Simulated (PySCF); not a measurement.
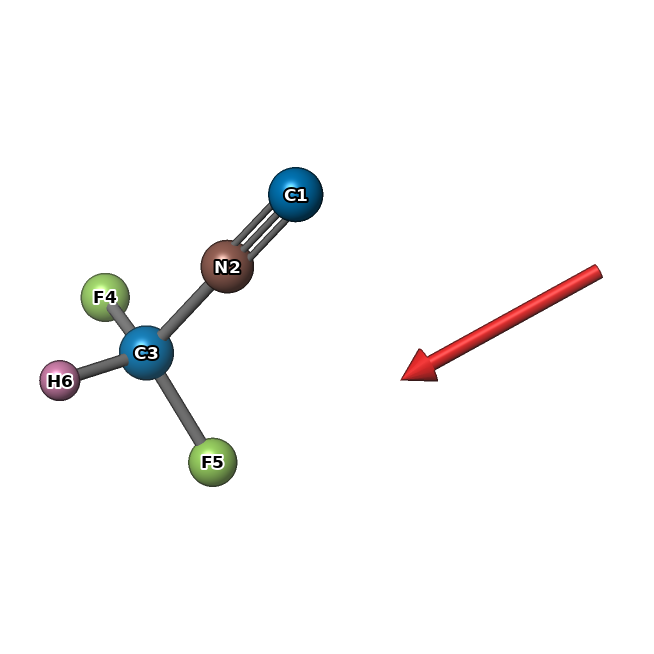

The arrow beside the molecule shows the direction of the dipole moment, from the negative to the positive end (its length means nothing). The computed structure is the end point of a GFN2-xTB optimisation. No frequency run is at hand to confirm it as a minimum. Method: CAM-B3LYP/def2-SVPD, gas phase (PySCF 2.14.0).

Estimate the dipole moment.

Answer. 2.27 D; it points from the side of C1 to the side of H6 (the outermost atoms at the two ends).
